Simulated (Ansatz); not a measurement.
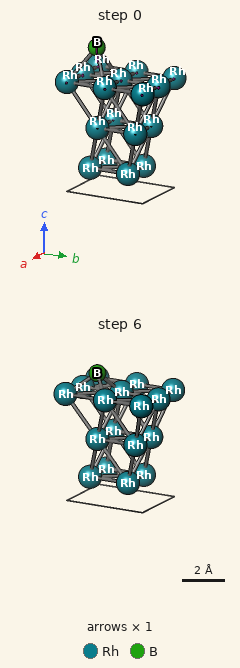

The structure of a slab of composition BRh12 before (top) and after (bottom) a constrained relaxation, at one scale. The purple arrows give the displacements, at their true length.

The picture is a ball-and-stick view of the cell of the calculation, outlined in the plane, without the vacuum, seen slightly off an axis.

It is B on Rh(111), set down by a guess. The run prepares an end point of a later path (adatom hop) calculation, from a guessed geometry. 4 atoms are held fixed.

The calculation used DFT LDA, scalar-relativistic, plane waves, PAW in Ansatz 0.2.0. Settings: plane-wave cutoff 420 eV; k-point mesh 4 × 4 × 1; occupations gaussian; smearing width 0.15 eV; no spin polarisation; atoms relaxed in a fixed cell; force threshold 0.03 eV/Å; at most 60 steps.

### Describe what moved and what it gained.

The largest move is that of the B atom, 0.85 Å at 8° to the normal (−c side). Largest moves by element: B 0.85 Å, Rh 0.20 Å. The cell doesn't change. Among the contacts that change: B–Rh 2.436 → 1.953 Å, B–Rh 2.371 → 1.953 Å, B–Rh 2.306 → 1.953 Å, Rh–Rh 2.687 → 2.803 Å. Among the angles between lasting bonds that change: Rh–B–Rh 68.0° → 91.7°, Rh–B–Rh 69.0° → 91.7°, Rh–B–Rh 70.1° → 91.7°. After 6 geometry steps the energy has fallen by 2.239 eV per cell of the calculation. Largest force component: 4.4 eV/Å at the start, 0.0036 eV/Å at the end. The run took 38 s on 4 threads of Intel(R) Xeon(R) Platinum 8488C (Sapphire Rapids), on a shared host, peak memory 1.4 GiB.

Limits of the set-up: the periodic images lie only 5.4 Å apart, so the values are limited by the cell's size.
